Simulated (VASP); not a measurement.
# Bi2Pd (Urvantsevite) under strain

Aim: follow the pressure of Bi2Pd (Urvantsevite) through compression, expansion and shear. All runs use r2SCAN. Left out of this account: 1 further run (fields: a reference on another mesh). The start is a cell from a database of measured crystal structures.

Main program and level: VASP 6.6.1; r2SCAN; plane waves and PAW (Bi_d, Pd).

### 1. Starting point

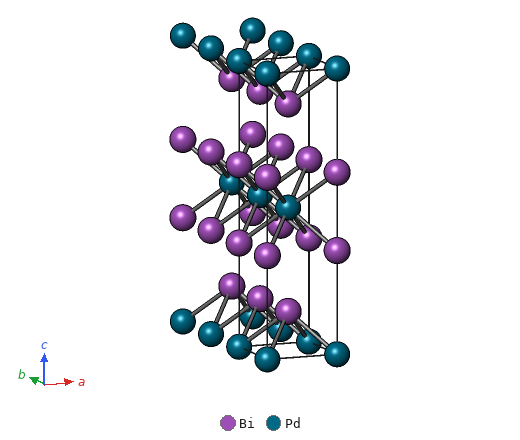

The cell as given, slightly off an axis (bismuth purple, palladium blue). 1×3×1 cells are drawn. This picture shows the conventional cell, with its axes. Some periodic images of atoms are drawn too.

As a file:

```xyz
3
Lattice="0.0000 -3.3620 0.0000 -3.3620 0.0000 0.0000 1.6810 -1.6810 -6.4915" Properties=species:S:1:pos:R:3 pbc="T T T"
Bi   -1.6810   -1.6810   -1.7787
Bi    0.0000   -3.3620   -4.7128
Pd    0.0000    0.0000    0.0000
```

### 2. Bands, cell as listed

Levels along the symmetry lines show where the bands peak and cross; KPOINTS_OPT computes them in the converged potential. r2SCAN adds the kinetic-energy density, costs more than a GGA and is run with LASPH.

The input, INCAR:

```
SYSTEM = Bi2Pd
PREC = Accurate
ENCUT = 400
EDIFF = 1E-06
NELM = 100
ISMEAR = -1
SIGMA = 0.05
LREAL = .FALSE.
ALGO = Normal
METAGGA = R2SCAN
LASPH = .TRUE.
NBANDS = 33
LORBIT = 11
LWAVE = .FALSE.
LCHARG = .FALSE.
KPAR = 4
```

The input, POSCAR:

```
Bi2Pd
1.0
    0.0000000000     -3.3620000000      0.0000000000
   -3.3620000000      0.0000000000      0.0000000000
    1.6810000000     -1.6810000000     -6.4915000000
Bi Pd
2 1
Direct
    0.3630000000      0.6370000000      0.2740000000
    0.6370000000      0.3630000000      0.7260000000
    0.0000000000      0.0000000000      0.0000000000
```

The input, KPOINTS:

```
Automatic mesh
0
Gamma
9 9 9
0 0 0
```

The input, KPOINTS_OPT:

```
Line mode
16
Line-mode
Reciprocal
  0.00000000   0.00000000   0.00000000 GAMMA
 -0.50000000  -0.50000000   0.00000000 X

 -0.50000000  -0.50000000   0.00000000 X
 -0.46647141  -0.53352859   0.03352859 Y

 -0.46647141  -0.53352859   0.03352859 Y
  0.00000000  -0.53352859   0.26676430 S

  0.00000000  -0.53352859   0.26676430 S
  0.00000000   0.00000000   0.00000000 GAMMA

  0.00000000   0.00000000   0.00000000 GAMMA
  0.00000000   0.00000000  -0.50000000 Z

  0.00000000   0.00000000  -0.50000000 Z
  0.00000000  -0.46647141  -0.26676430 S1

  0.00000000  -0.46647141  -0.26676430 S1
  0.00000000  -0.50000000   0.00000000 N

  0.00000000  -0.50000000   0.00000000 N
 -0.50000000  -0.50000000  -0.25000000 P

 -0.50000000  -0.50000000  -0.25000000 P
 -0.46647141  -0.46647141  -0.50000000 Y1

 -0.46647141  -0.46647141  -0.50000000 Y1
  0.00000000   0.00000000  -0.50000000 Z

 -0.50000000  -0.50000000   0.00000000 X
 -0.50000000  -0.50000000  -0.25000000 P
```

Potentials, in the order of the species: Bi_d and Pd (PBE family, release 64).

Launch:

```console
$ mpirun -np 4 vasp_std
```

The program printed:

```text
[banner, memory and clock lines left out]
running    4 mpi-ranks, on    1 nodes
 distrk:  each k-point on    1 cores,    4 groups
 distr:  one band on    1 cores,    1 groups

 POSCAR found type information on POSCAR BiPd
 POSCAR found :  2 types and       3 ions
|                                                                             |
|               ----> ADVICE to this user running VASP <----                  |
|                                                                             |
|     You enforced a specific xc type in the INCAR file but a different       |
|     [... a line on the potential file left out ...]
|     I HOPE YOU KNOW WHAT YOU ARE DOING!                                     |
|                                                                             |

 LDA part: xc-table for (None), standard interpolation
 POSCAR, INCAR and KPOINTS ok, starting setup
 FFT: planning ... GRIDC
 FFT: planning ... GRID_SOFT
 FFT: planning ... GRID
 WAVECAR not read
 entering main loop
       N       E                     dE             d eps       ncg     rms          rms(c)
DAV:   1     0.271234821323E+03    0.27123E+03   -0.17291E+04  5014   0.129E+03
DAV:   2    -0.110812179664E+03   -0.38205E+03   -0.36699E+03  5038   0.391E+02
DAV:   3    -0.148929993224E+03   -0.38118E+02   -0.37667E+02  5868   0.132E+02
DAV:   4    -0.150330939966E+03   -0.14009E+01   -0.13991E+01  6071   0.263E+01
DAV:   5    -0.150400709003E+03   -0.69769E-01   -0.69762E-01  7376   0.526E+00    0.495E+00
DAV:   6    -0.140474293483E+03    0.99264E+01   -0.37021E+00  5845   0.198E+01    0.338E+00
DAV:   7    -0.140375268811E+03    0.99025E-01   -0.33322E-01  5631   0.369E+00    0.161E+00
DAV:   8    -0.140380938487E+03   -0.56697E-02   -0.34532E-02  5959   0.135E+00    0.718E-01
DAV:   9    -0.140381819641E+03   -0.88115E-03   -0.13984E-02  6408   0.899E-01    0.118E-01
DAV:  10    -0.140382212987E+03   -0.39335E-03   -0.12203E-03  6576   0.329E-01    0.473E-02
DAV:  11    -0.140382228748E+03   -0.15761E-04   -0.33151E-04  6364   0.133E-01    0.202E-02
DAV:  12    -0.140382231342E+03   -0.25944E-05   -0.54725E-05  5971   0.552E-02    0.701E-03
DAV:  13    -0.140382230692E+03    0.65000E-06   -0.71756E-06  5688   0.158E-02
   1 F= -.14038223E+03 E0= -.14037585E+03  d E =-.127604E-01
 Start KPOINTS_OPT (optional k-point list driver)
k-point batch [1-75\176]
       N       E                     dE             ncg
DAV:   1     0.158858366573E+05   -0.51031E+05     5030
DAV:   2    -0.128234263087E+05   -0.28709E+05     5134
DAV:   3    -0.156476408160E+05   -0.28242E+04     5844
DAV:   4    -0.157496859285E+05   -0.10205E+03     6012
DAV:   5    -0.157540047868E+05   -0.43189E+01     7185
DAV:   6    -0.157540680871E+05   -0.63300E-01     6488
DAV:   7    -0.157540699323E+05   -0.18452E-02     7327
DAV:   8    -0.157540699584E+05   -0.26018E-04     5725
DAV:   9    -0.157540699592E+05   -0.87968E-06     4006
[...]
k-point batch [151-176\176]
       N       E                     dE             ncg
DAV:   1     0.699447959597E+05   -0.23897E+05     1724
DAV:   2     0.600431572599E+05   -0.99016E+04     1780
DAV:   3     0.591133268644E+05   -0.92983E+03     1957
DAV:   4     0.590798803967E+05   -0.33446E+02     2120
DAV:   5     0.590785862717E+05   -0.12941E+01     2527
DAV:   6     0.590785677311E+05   -0.18541E-01     2267
DAV:   7     0.590785672594E+05   -0.47164E-03     2569
DAV:   8     0.590785672514E+05   -0.80422E-05     2010
DAV:   9     0.590785672511E+05   -0.30392E-06     1423
```

Run time: 8 min. Hardware: 4 MPI ranks of AMD EPYC 7R13 (Zen 3), shared host; peak memory 1.1 GiB.

The logs omit lines about the potential files and the build; timing stands in the text.

From OUTCAR (step 2):

```text
ion  position               nearest neighbor table
   1  0.363  0.637  0.274-   3 2.97   3 2.97   3 2.97   3 2.97   2 3.56   2 3.78   2 3.78   2 3.78
                             2 3.78
   2  0.637  0.363  0.726-   3 2.97   3 2.97   3 2.97   3 2.97   1 3.56   1 3.78   1 3.78   1 3.78
                             1 3.78
   3  0.000  0.000  0.000-   1 2.97   2 2.97   1 2.97   2 2.97   2 2.97   2 2.97   1 2.97   1 2.97

  LATTYP: Found a body centered tetragonal cell.
 ALAT       =     3.3620000000
 C/A-ratio  =     3.8616894706

 Subroutine GETGRP returns: Found 16 space group operations
 (whereof 16 operations were pure point group operations)

The static configuration has the point symmetry D_4h.

 Found     75 irreducible k-points:

   k-points           NKPTS =     75   k-points in BZ     NKDIM =     75   number of bands    NBANDS=     33

   dimension x,y,z NGX =    24 NGY =   24 NGZ =   48
   dimension x,y,z NGXF=    48 NGYF=   48 NGZF=   96

   ENCUT  =  400.0 eV  29.40 Ry    5.42 a.u.   5.48  5.48 11.27*2*pi/ulx,y,z

   NELECT =      40.0000    total number of electrons

 k-points in reciprocal lattice and weights: Automatic mesh
   0.00000000  0.00000000  0.00000000       0.001
   0.11111111  0.00000000  0.00000000       0.011
   0.22222222  0.00000000  0.00000000       0.011
   0.33333333  0.00000000  0.00000000       0.011
   0.44444444  0.00000000  0.00000000       0.011
   0.11111111  0.11111111  0.00000000       0.005
   0.22222222  0.11111111  0.00000000       0.022
   0.33333333  0.11111111 -0.00000000       0.022
   0.44444444  0.11111111  0.00000000       0.022
[...]
0.00000000  0.00000000  0.44444444       0.003
  -0.11111111  0.00000000  0.44444444       0.005

 average (electrostatic) potential at core
       1-108.7769       2-108.7769       3 -76.7043

 E-fermi :   9.1073

 k-point     1 :       0.0000    0.0000    0.0000
  band No.  band energies     occupation
    ...
     14       5.0249      2.00000
     15       5.7846      2.00000
     16       5.7846      2.00000
     17       6.1326      2.00000
     18       6.4267      2.00000
     19      10.7737      0.00000
     20      11.6774      0.00000
     21      11.6774      0.00000
     22      12.3693      0.00000
     23      12.3693      0.00000
    ...

 k-point     2 :       0.1111    0.0000    0.0000
  band No.  band energies     occupation
    ...
     14       5.0561      2.00000
     15       5.6954      2.00000
     16       5.8309      2.00000
     17       6.1397      2.00000
     18       6.3210      2.00000
     19       9.6832      0.00002
     20      10.2759      0.00000
     21      11.8370      0.00000
     22      11.8652      0.00000
     23      12.5618      0.00000
    ...

 k-point     3 :       0.2222    0.0000    0.0000
  band No.  band energies     occupation
    ...
     16       5.9459      2.00000
     17       6.0786      2.00000
     18       6.1160      2.00000
     19       7.5288      2.00000
     20       8.3778      2.00000
     21      11.8096      0.00000
     22      12.3428      0.00000
     23      13.1077      0.00000
     24      15.6640      0.00000
     25      16.4665      0.00000
    ...

  Total        0.6087240      0.6087240      0.4950181      0.0000000     -0.0000000      0.0000000
  in kB       13.2920056     13.2920056     10.8091411      0.0000000     -0.0000000      0.0000000
  external PRESSURE =      12.4643841 kB  Pullay stress =       0.0000000 kB

  energy-cutoff  :      400.00
  volume of cell :       73.37
      direct lattice vectors                 reciprocal lattice vectors
     0.000000000 -3.362000000  0.000000000     0.000000000 -0.297441999  0.077023800
    -3.362000000  0.000000000  0.000000000    -0.297441999  0.000000000 -0.077023800
     1.681000000 -1.681000000 -6.491500000     0.000000000  0.000000000 -0.154047601

 POSITION                                       TOTAL-FORCE (eV/Angst)
 -----------------------------------------------------------------------------------
     -1.68100     -1.68100     -1.77867         0.000000      0.000000      0.181486
      0.00000     -3.36200     -4.71283         0.000000      0.000000     -0.181486
      0.00000      0.00000      0.00000         0.000000      0.000000      0.000000
 -----------------------------------------------------------------------------------
    total drift:                                0.000000     -0.000000     -0.000000

  FREE ENERGIE OF THE ION-ELECTRON SYSTEM (eV)
  ---------------------------------------------------
  free  energy   TOTEN  =      -140.3822306920 eV

  energy  without entropy=     -140.3694702739  energy(sigma->0) =     -140.37585048

 total charge
# of ion       s       p       d       tot
------------------------------------------
    1        1.512   1.319   9.923  12.753
    2        1.512   1.319   9.923  12.753
    3        0.420   0.383   8.619   9.422
--------------------------------------------------
tot          3.444   3.020  28.466  34.929

[... 3 further parts left out ...]
```

Spin-orbit coupling is off here; with elements this heavy it splits and shifts levels by tenths of an eV or more. The cell is typed on its shortest vectors, so the axes of tensors and the coordinates of k-points follow the printed cell and not the standard setting. The PAW data sets were made with PBE, which is usual practice but a small mismatch for other functionals.

This step gave:

```
electronic steps        : 13
electrons               : 40
bands                   : 33
irreducible k points    : 75
symmetry operations     : 16
free energy (TOTEN)     : -140.3822 eV
energy at zero smearing : -140.3759 eV
Fermi energy            : 9.107 eV
pressure                : 1.246 GPa
metallic                : yes
```

The electronic bands at the labelled points (eV, zero at the Fermi level; # counts the bands kept, so #1 is VASP's band 13):

```
    point     #5     #6     #7     #8     #9   #10   #11   #12
        Γ  -2.97  -2.68   1.67   2.57   2.57  3.26  3.26  5.14
        X  -3.40  -3.02  -2.10  -1.03   0.40  1.09  1.20  2.29
        Y  -3.53  -2.91  -2.11  -1.16   0.42  1.16  1.35  2.35
        S  -3.02  -2.95  -2.84  -1.58   1.39  3.15  4.82  4.84
        Γ  -2.97  -2.68   1.67   2.57   2.57  3.26  3.26  5.14
        Z  -2.89  -2.68  -1.77   1.59   1.59  4.85  4.85  6.52
       S1  -3.02  -2.95  -2.84  -1.58   1.39  3.15  4.82  4.84
        N  -3.36  -2.94  -2.35  -1.90   1.14  4.70  4.71  5.01
        P  -3.86  -3.04  -2.10  -0.35  -0.35  1.09  1.17  2.57
       Y1  -3.53  -2.91  -2.11  -1.16   0.42  1.16  1.35  2.35
        Z  -2.89  -2.68  -1.77   1.59   1.59  4.85  4.85  6.52
jump to X  -3.40  -3.02  -2.10  -1.03   0.40  1.09  1.20  2.29
        P  -3.86  -3.04  -2.10  -0.35  -0.35  1.09  1.17  2.57
```

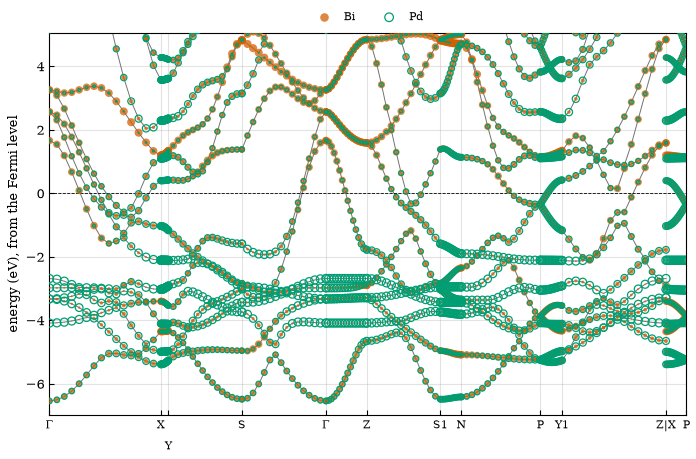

Electronic bands along the path; dots are coloured as in the legend, and their area grows with the weight.

Force by atom:

```
atom  x (eV/Å)  y (eV/Å)  z (eV/Å)   size
 Bi1     0.000     0.000     0.181  0.181
 Bi2     0.000     0.000    -0.181  0.181
 Pd3     0.000     0.000     0.000  0.000
```

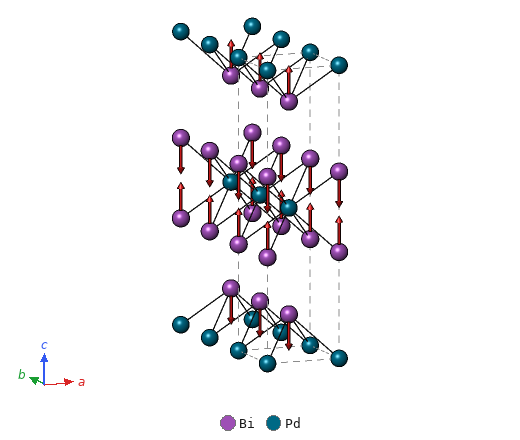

Force as arrows, the longest 0.181 eV/Å. 1×3×1 conventional cells are drawn. Some periodic images of atoms are drawn too.

There is no gap at this level.

[end of part 1 of 4]

[Lines on the potential files, build, host, timing and source positions are cut from VASP's logs without a mark.]

[Logs are printed without paths, hosts, clocks, repeated set-up lines and the standing remarks that a program may print on its own settings, such as how far it seeks lower states.]

[Hosts, paths, dates, database ids (printed as entryN), source tags and the programs' standing remarks are cut or masked in the printed files.]

[A measured line is paired with the nearest computed mode of its activity, which favours agreement.]
